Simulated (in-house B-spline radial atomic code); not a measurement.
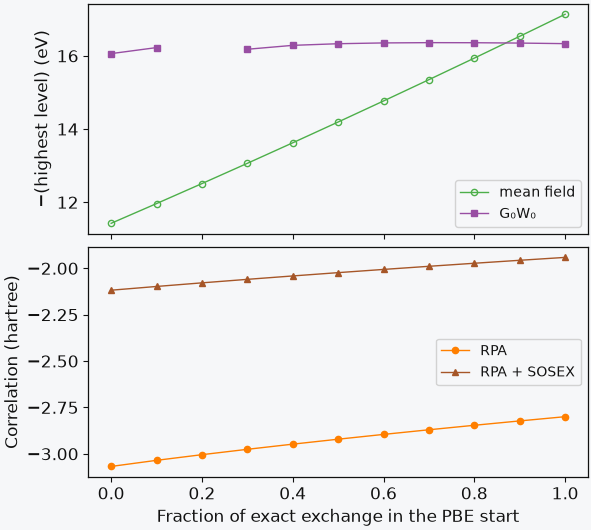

G₀W₀ and RPA for Mo⁺ ([Kr] 4d⁵) as exact exchange is mixed into the PBE start. All-electron spherical atom, scalar X2C, no spin-orbit coupling, Breit or QED terms; computed with a B-spline radial code.

Question: Where does the G₀W₀ correction vanish, and how does the correlation energy move?

Answer: The mean-field binding energy of 4d↑ runs from 11.42 eV at fraction 0 to 17.14 eV at 1, the G₀W₀ value only from 16.06 to 16.33 eV. The correction vanishes near a fraction of 0.87. The RPA correlation energy goes from −3.07 to −2.80 hartree, and with SOSEX from −2.12 to −1.94.
